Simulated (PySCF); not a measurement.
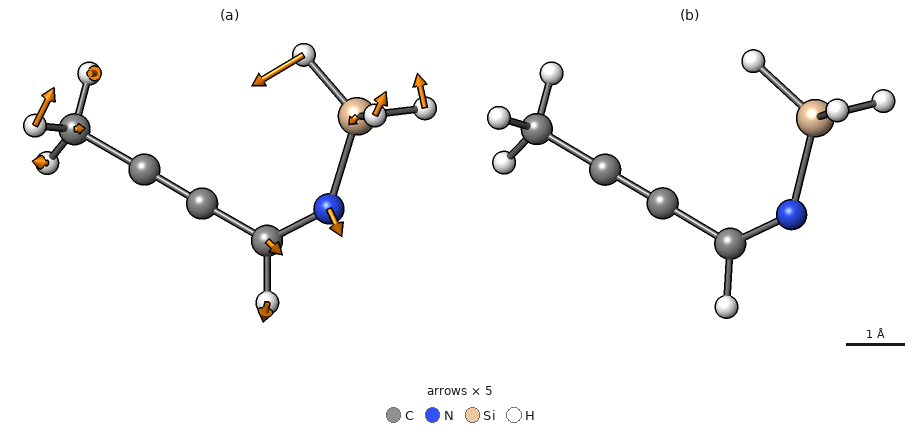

The structure of C4H7NSi before (left) and after (right) a relaxation, at one scale. The orange arrows give the displacements, 5 times their true length.

The picture is a ball-and-stick view, seen at a tilt.

The start comes from GFN2-xTB. Its atoms were then displaced at random by about 0.01 Å.

All numbers below come from PBE0-D3(BJ)/def2-SVP geometry optimisation, gas phase in PySCF. 

Q: Describe what moved and what it gained.

A: The energy falls by 26.5 kJ/mol in 10 geometry steps. The largest move after the best rigid fit is that of an H atom, 0.22 Å. By element the largest moves are H 0.22 Å, N 0.11 Å, C 0.08 Å, Si 0.04 Å. Near-neighbour distances that change, for instance: C–C 1.368 → 1.437 Å, H–Si 1.447 → 1.500 Å, N–Si 1.708 → 1.751 Å, C–H 1.067 → 1.101 Å. Bond angles that change, for instance: C–N–Si 134.5° → 129.5°, N–Si–H 103.1° → 107.0°, H–Si–H 112.8° → 109.0°.
